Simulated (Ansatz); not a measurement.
Converging the plane-wave cutoff: Al2Ru (C2, 6 atoms in the cell)

```yaml
crystal:
  lattice:
    - [0.00000, 4.00978, 4.41348]
    - [2.36424, 0.00000, 4.41348]
    - [2.36424, 4.00978, 0.00000]
  atoms:
    - { symbol: Al, position: [0.07906, 0.42094, 0.07906] }
    - { symbol: Al, position: [0.42094, 0.07906, 0.42094] }
    - { symbol: Al, position: [0.17094, 0.82906, 0.17094] }
    - { symbol: Al, position: [0.82906, 0.17094, 0.82906] }
    - { symbol: Ru, position: [0.75566, 0.75566, 0.74434] }
    - { symbol: Ru, position: [0.50000, 0.50000, 0.50000] }
```

Method: LDA (PW92), default PAW files made with PBE (plane waves; Ansatz, a quantum-chemistry and plane-wave program).

Base settings: basis.ecutwfc = 420 eV; kpoints.mp_grid.grid = 5 5 5; hamiltonian.xc = lda; hamiltonian.pseudopotentials = {kind: paw} (the program's default PAW files); scf.occupations.method = fermi_dirac; scf.occupations.width = 0.1 eV.

The second cell is the first with its lattice scaled by 0.98.

The mesh stays at the base's, so the ladder's end is converged at best in this setting alone.

The first pressure column holds Ansatz's estimate of the finite-basis (Pulay) stress, which hides part of the cutoff error; the other is without it.

Only quantities that move along the ladder and can be compared are tabulated.

The count of work is k-points × plane waves × bands × iterations; it is no time. 

The starting cell comes from a database of computed structures (which also holds hypothetical and non-ambient phases and stackings), without a prior relaxation at this level. Its lattice was rescaled by up to half a per cent. One atom was moved a little off its site on purpose. Spin polarisation is off. In the base run, with a pressure of about -7 GPa the cell is away from its equilibrium volume at this level.

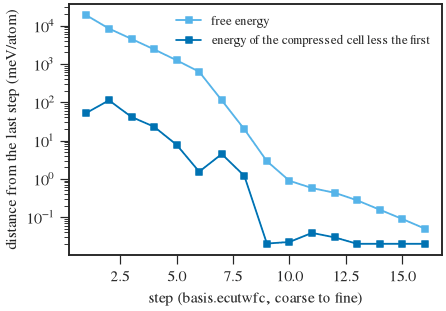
Fig. 1. Distance from the last step along the ladder; very small values are drawn at a floor.

```csv
basis.ecutwfc,free energy less the last step's (meV/atom),energy of the compressed cell less the first (meV/atom),pressure (GPa),pressure without the Pulay estimate (GPa),largest difference of a force vector from the last step's (eV/Å),count of work / last
145 eV,18667.07,-61.92,2.48,-624.59,0.973,0.082
170 eV,8403.89,102.83,-1.16,-352.84,0.686,0.091
190 eV,4511.17,-50.57,-15.96,-219.97,0.394,0.11
210 eV,2403.50,-32.25,-11.87,-134.65,0.211,0.12
230 eV,1248.01,-17.02,-6.60,-80.78,0.208,0.15
250 eV,625.20,-7.78,-5.17,-48.03,0.114,0.14
295 eV,112.16,-4.88,-6.17,-16.53,0.016,0.16
335 eV,19.76,-8.12,-6.91,-9.15,0.010,0.19
380 eV,2.89,-9.29,-7.05,-7.38,0.001,0.23
420 eV,0.89,-9.29,-7.05,-7.10,0.000,0.27
460 eV,0.57,-9.27,-7.05,-7.06,0.000,0.31
505 eV,0.43,-9.28,-7.05,-7.06,0.000,0.36
565 eV,0.27,-9.30,-7.05,-7.06,0.000,0.42
630 eV,0.16,-9.31,-7.05,-7.06,0.000,0.50
735 eV,0.09,-9.31,-7.05,-7.05,0.000,0.62
840 eV,0.03,-9.31,-7.05,-7.06,0.000,0.76
1010 eV,0.00,-9.31,-7.05,-7.05,0.000,1.0
```

Coarsest basis.ecutwfc that holds the pressure without the Pulay estimate within 1 GPa of the last step, with all finer ones: 380 eV, at 0.23 of the last step's count of work; the step before is off by 2.1 GPa.

Coarsest basis.ecutwfc that holds the free energy within 0.5 meV/atom of the last step, with all finer ones: 505 eV, at 0.36 of the last step's count of work; the step before is off by 0.57 meV/atom.

Coarsest basis.ecutwfc that holds the pressure within 0.5 GPa of the last step, with all finer ones: 335 eV, at 0.19 of the last step's count of work; the step before is off by 0.88 GPa.

The energy difference between the two cells stays within 1 meV/atom of the last step's from 380 eV on, the total only from 420 eV on: much of the error is common to both cells and cancels.

At the lowest cutoff the pressure without the Pulay estimate lies 618 GPa under the last step's, the usual sign of Pulay stress in an incomplete plane-wave basis.

Keys are those of Ansatz 0.2.
